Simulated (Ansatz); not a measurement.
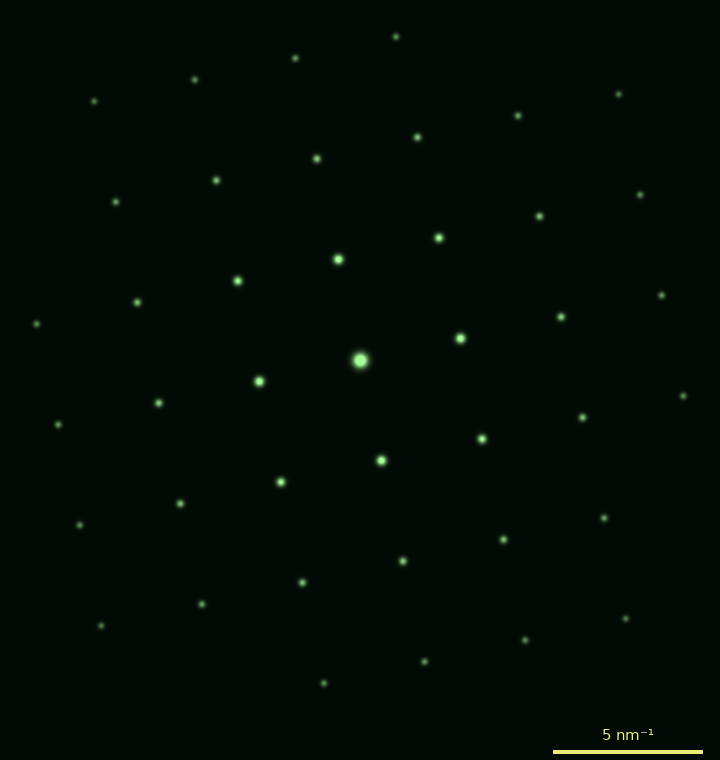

Computed electron diffraction pattern, 80 kV, single scattering only, B = 0.8 Å².

### Describe the geometry of this pattern.

The spots form a square net with both shortest vectors at d = 2.89 Å, 90.0° apart.

### What is the point symmetry of the pattern, intensities included?

4mm. A zero-layer kinematic pattern is always centrosymmetric (Friedel's law). A fourfold pattern needs a tetragonal or cubic crystal seen along a 4 or -4 axis.

### Which crystal and zone produced it?

This cannot be fixed from one zone alone; the pattern is [001] of Sn, space group I4_1/amd (No. 141), a = 5.79 Å, c = 3.12 Å. The net vectors are 2 0 0 and 0 2 0. Structure: coordinates from a relaxation with Ansatz 0.2.0, DFT LDA, scalar-relativistic, plane waves, PAW.
